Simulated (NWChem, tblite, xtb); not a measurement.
**C2H7ClSi2 (SMILES C=C[SiH2][SiH2]Cl): methods side by side**

C2H7ClSi2 has 12 atoms, charge 0, and is taken as a singlet. As SMILES, `C=C[SiH2][SiH2]Cl`. Geometry: relaxed at PBE0-D4/def2-TZVP. This is one conformer, not always the lowest.

```xyz
12

C    -0.5093    1.9319    1.1460
C    -0.5504    0.6023    1.1423
Si    0.7874   -0.4525    0.4008
Si    0.0085   -1.4565   -1.5674
Cl   -0.5116    0.0365   -2.8977
H     0.3341    2.4801    0.7361
H    -1.3154    2.5323    1.5583
H    -1.4261    0.1115    1.5641
H     1.2022   -1.5366    1.3364
H     1.9664    0.3933    0.0714
H    -1.2041   -2.2817   -1.3276
H     1.0361   -2.3058   -2.2235
```

Each level gives the dipole moment (D). The values are calculated.

```csv
level,kind,program,value (D),CPU time
GFN2-xTB,semi-empirical,tblite,1.70,under 2 s
IPEA1-xTB,semi-empirical,tblite,1.95,under 2 s
GFN0-xTB,semi-empirical,xtb,1.06,under 2 s
GFN1-xTB,semi-empirical,xtb,1.28,under 2 s
HF/3-21G,Hartree–Fock,NWChem,2.81,5.1 s
HF/def2-SVP,Hartree–Fock,NWChem,1.67,18 s
SVWN5/6-31G* (spherical functions),LDA,NWChem,1.78,24 s
B3LYP/6-31G* (spherical functions),global hybrid,NWChem,1.84,30 s
B3LYP/6-31G* (Cartesian functions),global hybrid,NWChem,1.84,31 s
PBE0/def2-SVP,global hybrid,NWChem,1.48,28 s
```

The values span 1.06 to 2.81 D. Magnitudes only. Sets without polarisation functions give poor dipoles. Without the sets that lack polarisation functions the rows with a basis span only 1.48 to 1.84 D. CPU times are rough (shared hosts, several kinds of processor): they show what a rung costs within a factor of a few.

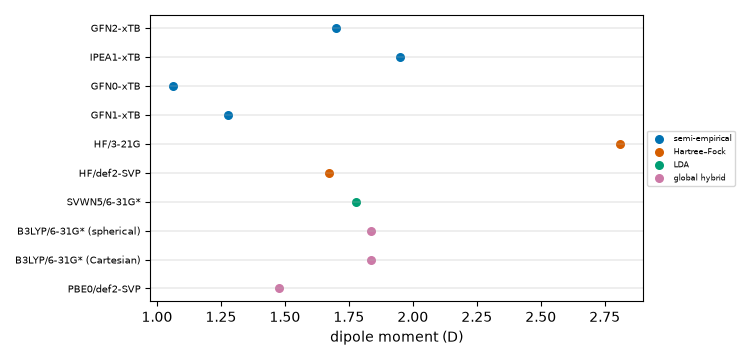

The values of the table, level by level.
